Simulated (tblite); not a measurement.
## Run report: C₃H₇Se, geometry relaxation

The run: geometry relaxation of C₃H₇Se, multiplicity 2, SMILES C[CH]C[SeH]. Method and program: GFN2-xTB geometry optimisation, gas phase (tblite 0.8.0).

It belongs to a series of runs on one base structure; here: H removed from sp3 C.

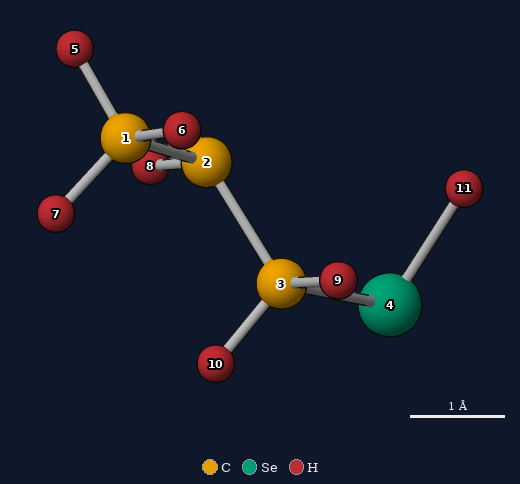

*The input geometry (ball-and-stick view, seen at a tilt; atoms are numbered from 1 in the order of the input).*

Bond lengths as drawn: C–C 1.51 to 1.54 Å, C–H 1.10 to 1.12 Å, C–Se 1.94 Å and H–Se 1.53 Å.

**Key numbers**

| quantity | value |
| --- | --- |
| outcome | converged |
| total energy | −356.3653 eV |
| hardware | 1 CPU thread, shared host |
| wall time | 0.58 s |
| peak memory | 0.18 GiB |

**Input file**
```
{"job": {"kind": "relax", "xc": "GFN2-xTB", "basis": "xTB"}, "charge": 0, "multiplicity": 2}
C     -1.425600     0.608300     0.319000
C     -0.041600     0.491500    -0.283900
C      0.690800    -0.761800     0.238300
Se     2.488300    -0.806400    -0.492300
H     -1.916600     1.532600    -0.057300
H     -1.379800     0.676600     1.424100
H     -2.054500    -0.261200     0.029800
H     -0.095800     0.467100    -1.379200
H      0.746100    -0.742000     1.344900
H      0.133800    -1.673100    -0.082200
H      2.860300     0.471000     0.267500
```

The first line tells a small driver script what to run in tblite; the rest is the geometry in Å.

Launch command:
```bash
OMP_NUM_THREADS=1 python <driver script> task.json out
```

**The program's output**
```
step      E/eV     max force
  0    -355.37161    2.706
  1    -355.54671    1.666
  2    -355.66002    0.617
  3    -355.67434    0.414
  4    -355.70127    0.513
  5    -355.72573    0.578
  6    -355.75271    0.475
  7    -355.77188    0.367
  8    -355.78736    0.280
  9    -355.79615    0.300
 10    -355.80058    0.216
 11    -355.80270    0.095
 12    -355.80424    0.125
 13    -355.80599    0.129
 14    -355.80782    0.175
 15    -355.80948    0.148
 16    -355.81099    0.114
 17    -355.81273    0.126
 18    -355.81522    0.162
 19    -355.81913    0.255
 20    -355.82576    0.324
 21    -355.83791    0.332
 22    -355.85675    0.628
 23    -355.88279    0.684
 24    -355.94924    0.753
 25    -355.88626    1.846
 26    -356.01448    1.247
 27    -356.04835    0.669
 28    -356.08543    0.631
 29    -356.12570    1.003
 30    -356.16950    0.675
 31    -356.23462    0.562
 32    -356.28221    0.466
 33    -356.30082    0.397
 34    -356.31444    0.418
 35    -356.32311    0.322
 36    -356.32945    0.196
 37    -356.33407    0.182
 38    -356.33660    0.140
 39    -356.33978    0.134
 40    -356.34272    0.142
 41    -356.34558    0.165
 42    -356.34786    0.154
 43    -356.34971    0.131
 44    -356.35134    0.113
 45    -356.35284    0.105
 46    -356.35406    0.109
 47    -356.35477    0.066
 48    -356.35508    0.048
 49    -356.35526    0.051
 50    -356.35548    0.052
 51    -356.35577    0.069
 52    -356.35613    0.062
 53    -356.35659    0.059
 54    -356.35721    0.072
 55    -356.35800    0.074
 56    -356.35876    0.076
 57    -356.35924    0.069
 58    -356.35952    0.061
 59    -356.35979    0.047
 60    -356.36010    0.041
 61    -356.36035    0.030
 62    -356.36049    0.025
 63    -356.36057    0.026
 64    -356.36066    0.025
 65    -356.36081    0.028
 66    -356.36097    0.027
 67    -356.36110    0.031
 68    -356.36120    0.031
 69    -356.36131    0.027
 70    -356.36148    0.028
 71    -356.36171    0.037
 72    -356.36193    0.045
 73    -356.36210    0.049
 74    -356.36223    0.043
 75    -356.36236    0.036
 76    -356.36251    0.026
 77    -356.36266    0.029
 78    -356.36278    0.035
 79    -356.36289    0.040
 80    -356.36302    0.041
 81    -356.36322    0.048
 82    -356.36345    0.048
 83    -356.36361    0.031
 84    -356.36368    0.016
 85    -356.36371    0.015
 86    -356.36373    0.015
 87    -356.36378    0.023
 88    -356.36391    0.037
 89    -356.36417    0.054
 90    -356.36454    0.064
 91    -356.36499    0.044
 92    -356.36522    0.023
 93    -356.36527    0.015
 94    -356.36529    0.013
 95    -356.36531    0.015
 96    -356.36533    0.011
 97    -356.36535    0.010
```

**Trajectory as extended XYZ (Å, eV, eV/Å), 10 of the 98 frames kept, from step=0 to step=97**
```
11
Properties=species:S:1:pos:R:3:forces:R:3 step=0 energy=-355.37161
C    -1.4256    0.6083    0.3190    0.2740   0.9270   0.0820
C    -0.0416    0.4915   -0.2839   -1.1050  -2.4680   0.1060
C     0.6908   -0.7618    0.2383   -1.0100   1.1740   0.0960
Se    2.4883   -0.8064   -0.4923    0.5960   0.7830   0.5450
H    -1.9166    1.5326   -0.0573    0.2180  -0.6230   0.2270
H    -1.3798    0.6766    1.4241   -0.0540  -0.1690  -0.6080
H    -2.0545   -0.2612    0.0298    0.3370   0.4430   0.1920
H    -0.0958    0.4671   -1.3792    0.3960   0.5380   0.3420
H     0.7461   -0.7420    1.3449    0.0050  -0.1340  -0.4870
H     0.1338   -1.6731   -0.0822    0.4650   0.4000   0.1180
H     2.8603    0.4710    0.2675   -0.1220  -0.8720  -0.6130
11
Properties=species:S:1:pos:R:3:forces:R:3 step=11 energy=-355.80270
C    -1.4686    0.6193    0.3114   -0.0210   0.0220   0.0490
C    -0.1843    0.2936   -0.3440   -0.0240  -0.0880  -0.0260
C     0.6498   -0.7663    0.2231    0.0830  -0.0320  -0.0180
Se    2.5343   -0.7785   -0.4321    0.0260   0.0620   0.0270
H    -1.8923    1.5506   -0.0532    0.0490   0.0440  -0.0660
H    -1.3557    0.6841    1.3928    0.0460   0.0100   0.0730
H    -2.2070   -0.1728    0.1276   -0.0150   0.0130  -0.0260
H    -0.0013    0.6205   -1.3535   -0.0350  -0.0250  -0.0050
H     0.6809   -0.7239    1.3160   -0.0320  -0.0570   0.0120
H     0.3329   -1.7796   -0.0656   -0.0860  -0.0220  -0.0200
H     2.9166    0.4557    0.2063    0.0100   0.0730   0.0030
11
Properties=species:S:1:pos:R:3:forces:R:3 step=22 energy=-355.85675
C    -1.4141    0.6878    0.3396    0.2030   0.1610  -0.1310
C    -0.2593    0.0959   -0.3756   -0.0900  -0.4000   0.1270
C     0.5777   -0.9268    0.2111    0.0740  -0.0340  -0.2550
Se    2.5817   -0.5592   -0.2720    0.1310  -0.1500  -0.0010
H    -1.5918    1.6786   -0.0818   -0.3350  -0.1130   0.1570
H    -1.2500    0.7658    1.4077    0.2460   0.0920   0.2070
H    -2.3141    0.0601    0.2518    0.0980   0.1850  -0.2930
H    -0.1266    0.3559   -1.4255   -0.0580  -0.2620   0.3560
H     0.5651   -1.0162    1.3080   -0.2550   0.0990  -0.3930
H     0.4664   -1.9342   -0.2543    0.2650   0.5380   0.1850
H     2.7703    0.7950    0.2200   -0.2790  -0.1160   0.0400
11
Properties=species:S:1:pos:R:3:forces:R:3 step=32 energy=-356.28221
C    -1.2660    0.7702    0.3820   -0.0450   0.1680  -0.2470
C    -0.4236   -0.1908   -0.3730    0.0580  -0.0640  -0.0980
C     0.3271   -1.1663    0.1592    0.1940  -0.2570   0.0140
Se    2.7817   -0.2390    0.0000    0.0940   0.4490   0.0820
H    -1.2328    1.7551   -0.0867    0.1210   0.0110   0.0540
H    -0.9618    0.8612    1.4256   -0.2110  -0.1790  -0.1340
H    -2.3105    0.4460    0.2826    0.1740   0.0060   0.3190
H    -0.4337   -0.0873   -1.4535   -0.1210  -0.0180   0.0860
H     0.3987   -1.3579    1.2225   -0.1810   0.1220  -0.1060
H     0.7746   -1.9251   -0.4735   -0.1780   0.0610   0.0710
H     2.3517    1.1366    0.2436    0.0940  -0.3010  -0.0420
11
Properties=species:S:1:pos:R:3:forces:R:3 step=43 energy=-356.34971
C    -1.2110    0.7706    0.3731    0.0690  -0.0230  -0.0700
C    -0.4787   -0.2701   -0.4026   -0.0590  -0.0510  -0.0270
C     0.2450   -1.2556    0.1225   -0.0240   0.0030   0.0620
Se    2.9195   -0.0291    0.0949   -0.0140  -0.0380   0.0000
H    -1.0578    1.7398   -0.0962    0.0310   0.1030   0.0750
H    -0.8947    0.8062    1.4141    0.0280  -0.0390  -0.0740
H    -2.2838    0.5767    0.3470   -0.0040  -0.0680  -0.0220
H    -0.5683   -0.1978   -1.4796   -0.0310   0.0260   0.0140
H     0.3213   -1.3872    1.1898    0.0400   0.0130   0.0220
H     0.7035   -2.0150   -0.4897   -0.0170   0.0290   0.0100
H     2.3104    1.2643    0.2556   -0.0180   0.0450   0.0100
11
Properties=species:S:1:pos:R:3:forces:R:3 step=54 energy=-356.35721
C    -1.1867    0.7724    0.3648   -0.0340  -0.0260  -0.0070
C    -0.4902   -0.2818   -0.4190    0.0160  -0.0490   0.0020
C     0.2376   -1.2575    0.1191    0.0160  -0.0380   0.0010
Se    2.8919   -0.0008    0.1110   -0.0090  -0.0370  -0.0060
H    -1.0064    1.7586   -0.0648    0.0120  -0.0540   0.0460
H    -0.8659    0.7567    1.4044   -0.0310   0.0390  -0.0280
H    -2.2633    0.5918    0.3256    0.0280   0.0530   0.0190
H    -0.6198   -0.2343   -1.4916    0.0150   0.0180  -0.0350
H     0.3354   -1.3629    1.1877    0.0270   0.0370   0.0120
H     0.6820   -2.0368   -0.4780   -0.0190   0.0200  -0.0130
H     2.2909    1.2972    0.2697   -0.0210   0.0350   0.0090
11
Properties=species:S:1:pos:R:3:forces:R:3 step=65 energy=-356.36081
C    -1.1666    0.7663    0.3634   -0.0260   0.0070   0.0060
C    -0.5088   -0.3100   -0.4220    0.0240  -0.0120  -0.0030
C     0.2410   -1.2717    0.1126    0.0110   0.0030  -0.0240
Se    2.8366    0.0317    0.1252    0.0080   0.0030  -0.0120
H    -0.9203    1.7425   -0.0535    0.0010   0.0060   0.0160
H    -0.8621    0.7296    1.4064   -0.0040   0.0140   0.0000
H    -2.2503    0.6557    0.3101   -0.0040   0.0100  -0.0120
H    -0.6640   -0.2756   -1.4926    0.0000   0.0020   0.0040
H     0.3700   -1.3535    1.1797    0.0070  -0.0070   0.0120
H     0.6737   -2.0534   -0.4887   -0.0040  -0.0200   0.0080
H     2.2562    1.3411    0.2883   -0.0150  -0.0060   0.0050
11
Properties=species:S:1:pos:R:3:forces:R:3 step=75 energy=-356.36236
C    -1.1532    0.7696    0.3632   -0.0070  -0.0010   0.0060
C    -0.5103   -0.3210   -0.4162    0.0190  -0.0140   0.0000
C     0.2470   -1.2803    0.1120    0.0070   0.0160  -0.0080
Se    2.8368    0.0647    0.1009   -0.0020  -0.0010  -0.0170
H    -0.8637    1.7412   -0.0367    0.0110   0.0050  -0.0020
H    -0.8819    0.7192    1.4145    0.0140  -0.0090   0.0030
H    -2.2371    0.6970    0.2750   -0.0230   0.0020  -0.0030
H    -0.6882   -0.2972   -1.4838    0.0090  -0.0080   0.0010
H     0.4058   -1.3522    1.1757   -0.0220   0.0060   0.0280
H     0.6638   -2.0723   -0.4872    0.0000   0.0050  -0.0150
H     2.1865    1.3339    0.3115   -0.0060  -0.0030   0.0060
11
Properties=species:S:1:pos:R:3:forces:R:3 step=86 energy=-356.36373
C    -1.1542    0.7690    0.3627    0.0130   0.0010  -0.0020
C    -0.4999   -0.3166   -0.4141   -0.0030  -0.0050   0.0060
C     0.2684   -1.2648    0.1211   -0.0090   0.0000   0.0090
Se    2.8160    0.0585    0.0413   -0.0050   0.0070  -0.0120
H    -0.8428    1.7425   -0.0172   -0.0030   0.0010   0.0000
H    -0.9052    0.7012    1.4187    0.0010   0.0030   0.0040
H    -2.2368    0.7111    0.2489   -0.0020  -0.0040  -0.0080
H    -0.6708   -0.2977   -1.4825    0.0030   0.0020  -0.0030
H     0.4144   -1.3325    1.1876   -0.0040  -0.0040   0.0000
H     0.6887   -2.0583   -0.4737    0.0020  -0.0040  -0.0030
H     2.1277    1.2902    0.3361    0.0090   0.0040   0.0090
11
Properties=species:S:1:pos:R:3:forces:R:3 step=97 energy=-356.36535
C    -1.1425    0.7687    0.3599    0.0010   0.0040   0.0000
C    -0.4944   -0.3273   -0.4066    0.0000  -0.0040   0.0030
C     0.2583   -1.2824    0.1378   -0.0020  -0.0030   0.0000
Se    2.7756    0.1141   -0.0836    0.0010  -0.0010  -0.0010
H    -0.7925    1.7361   -0.0019   -0.0040   0.0020  -0.0040
H    -0.9277    0.6870    1.4225   -0.0040   0.0000  -0.0010
H    -2.2219    0.7410    0.2100    0.0000   0.0010   0.0050
H    -0.6522   -0.3076   -1.4770   -0.0040  -0.0030  -0.0040
H     0.4006   -1.3463    1.2051    0.0050   0.0060  -0.0040
H     0.6765   -2.0815   -0.4513    0.0020   0.0020  -0.0010
H     2.1257    1.3010    0.4137    0.0040  -0.0040   0.0080
```

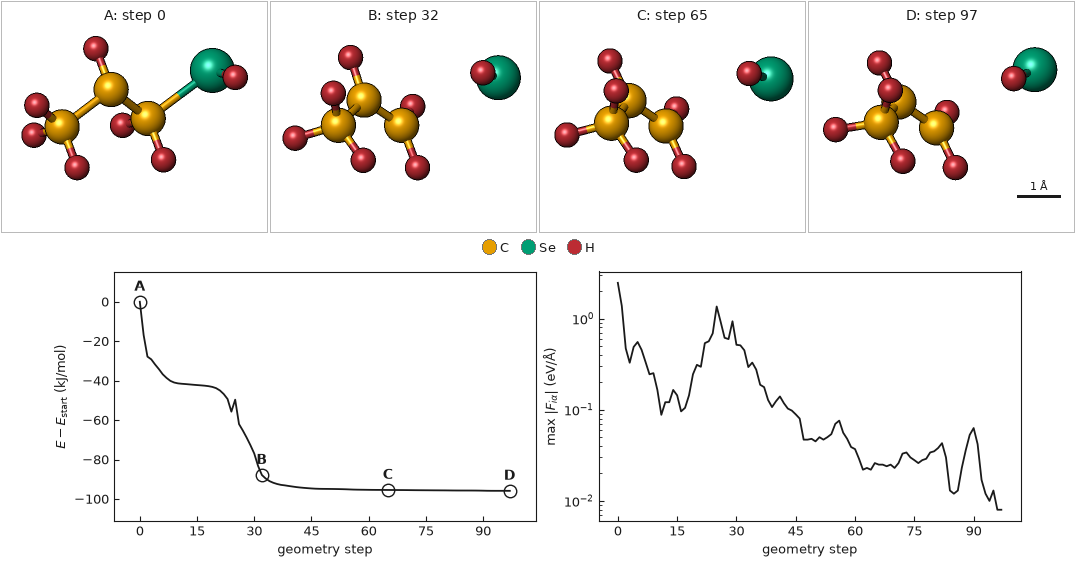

*Frames of the relaxation (ball-and-stick view, seen at a tilt) above the curves, on which the letters mark them (steps are counted from 0).*

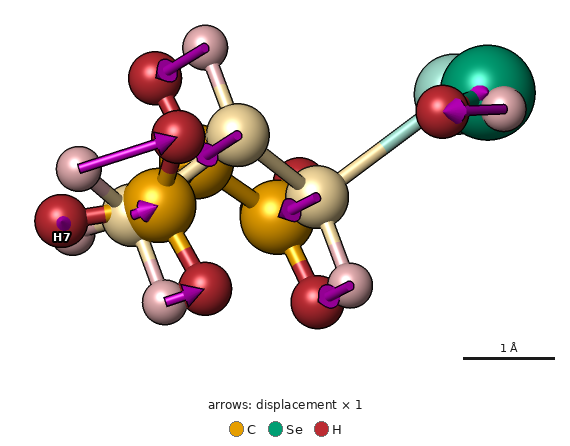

*Start (faint) and end (solid) with the displacements as pink arrows, at true length (ball-and-stick view, seen at a tilt). The two geometries are laid on each other by the best rigid fit.*

The energy falls by 95.9 kJ/mol in 97 geometry steps. The largest force component goes from 2.5 to 0.008 eV/Å. The atom that moves furthest after the best rigid fit is H5 (1.16 Å). Largest moves by element: H 1.16 Å, Se 1.01 Å, C 0.95 Å. Distances before and after: C3–Se4 1.941 → 2.887 Å, C2–C3 1.543 → 1.332 Å, Se4–H11 1.532 → 1.442 Å, C3–H10 1.115 → 1.077 Å. Bonds break: C3–Se4 (1.94 → 2.89 Å). Among the angles that change: C1–C2–C3 111.2° → 124.4°, C2–C3–H10 109.2° → 121.8°, C2–C3–H9 110.3° → 121.4°. (Atoms are counted from 1 in the order of the input.)
